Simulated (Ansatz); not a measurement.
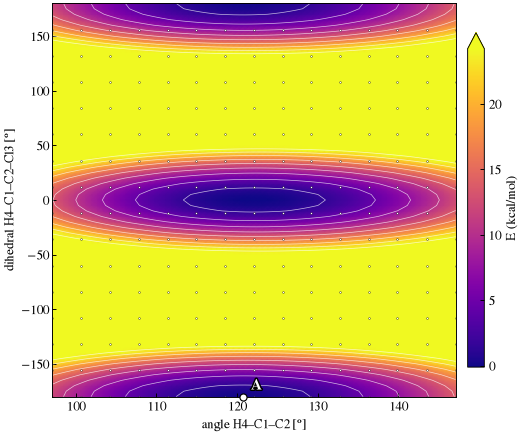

C2H3Cl, SMILES C=CCl. 
- Coordinates scanned: (1) angle H4–C1–C2; (2) dihedral H4–C1–C2–Cl3.
- Nothing is relaxed (all other coordinates rigid).
- Grid: 15 × 15 points; 120 points were computed and 105 follow by symmetry.
- Points are written as (first, second).
- All energies are given in kcal/mol relative to the relaxed molecule at the same level.
- The dihedral twists a double bond; near 90° a spin-restricted reference is unreliable.
- Computed with RKS CAM-B3LYP-D4/def2-TZVP in Ansatz.

In the figure: a smooth colour map with a few white contour lines, dots at the grid points, one colour for all values above the top of the scale, the well A. Between grid points the surface is interpolated.

### Where is the minimum, and how stiff is the well along each coordinate? Take the well at A.

The interpolated minimum is at angle H4–C1–C2 ≈ 120.7°, dihedral H4–C1–C2–Cl3 ≈ −180°. The curvatures there are about 5.7 eV/rad² and 3.5 eV/rad², with a cross term of about 0 eV/rad². Round the minimum the two coordinates are nearly uncoupled. (1 eV is 23.1 kcal/mol.)
